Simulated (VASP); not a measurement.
Band structure of Hf (hcp). These are PBE GGA with spin-orbit coupling, VASP's PBE PAW potentials (set 64) (plane waves; VASP) values and carry that method's errors.

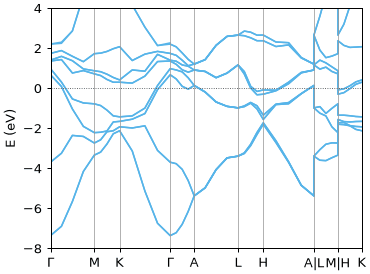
Figure: Bands along high-symmetry lines, zero at the valence-band maximum or, without a gap, the Fermi level

Q: Read the plot: is there a gap, and where are the band edges?

A: It has no gap at this level: it comes out as a metal or semimetal.

The compound is Hf in the hcp structure. It was relaxed first.
